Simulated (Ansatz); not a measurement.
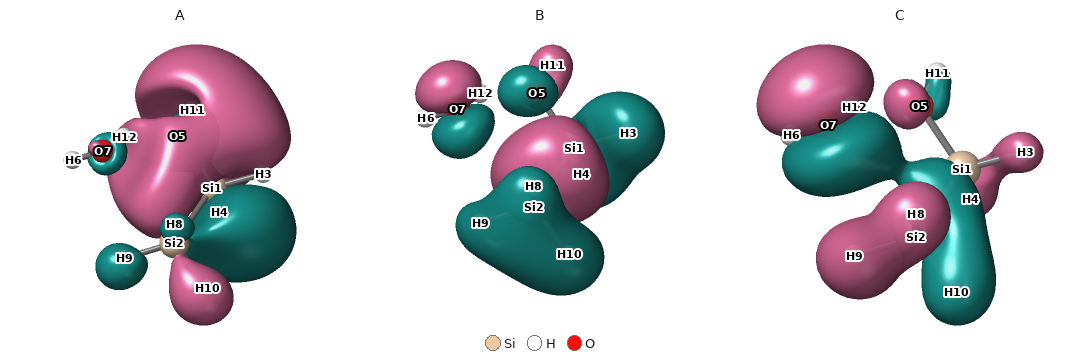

*H6OSi2···H2O. Three frontier orbitals at ±0.06 Å⁻³ᐟ² (teal and pink are the two phases), in no order.*

The reactant side of a reaction path; geometry: PBE0-D4/def2-TZVP.

Theory: Ansatz, RKS PBE0-D4/def2-TZVPP.

Input file:

```
crystal:
  periodic: [false, false, false]
  atoms:
    - {symbol: Si, position_ang: [-1.293274, -0.237647, -0.391091]}
    - {symbol: Si, position_ang: [0.401279, -1.318380, 0.805009]}
    - {symbol: H, position_ang: [-1.711413, -1.055302, -1.566405]}
    - {symbol: H, position_ang: [-2.501432, -0.066468, 0.467118]}
    - {symbol: O, position_ang: [-0.767471, 1.259323, -0.913517]}
    - {symbol: H, position_ang: [2.074557, 1.782881, 0.583943]}
    - {symbol: O, position_ang: [1.936437, 1.215343, -0.177011]}
    - {symbol: H, position_ang: [1.553182, -1.702355, -0.042549]}
    - {symbol: H, position_ang: [0.826212, -0.541016, 1.995750]}
    - {symbol: H, position_ang: [-0.258614, -2.566727, 1.294562]}
    - {symbol: H, position_ang: [-1.345011, 1.742410, -1.506807]}
    - {symbol: H, position_ang: [1.085546, 1.488039, -0.549004]}
basis:
  gaussian: {orbitals: def2-TZVPP}
hamiltonian: {xc: pbe0, dispersion: d4}
output: {orbitals: {seedname: orbitals}}
```

Command:

```sh
ansatz run in.yaml --threads 4 --pin off --events-out ev --progress --plain --max-ram 9574MiB
```

### Which picture is the HOMO−1, the HOMO and the LUMO?

C is the HOMO−1 (−8.55 eV). By Hirshfeld shares it lies mainly on O7 (about 65 %) and Si2 (about 10 %); largely a lone pair of O7. B is the HOMO (−8.15 eV). Its weight (Hirshfeld) is mainly on Si2 (about 30 %), Si1 (about 30 %), O7 (about 10 %), H4 (about 5 %) and H10 (about 5 %). A is the LUMO (−0.44 eV). Its weight (Hirshfeld) is mainly on Si1 (about 40 %), H11 (about 15 %), Si2 (about 15 %) and O5 (about 10 %).

### What is the HOMO–LUMO gap?

7.71 eV between the orbital energies.
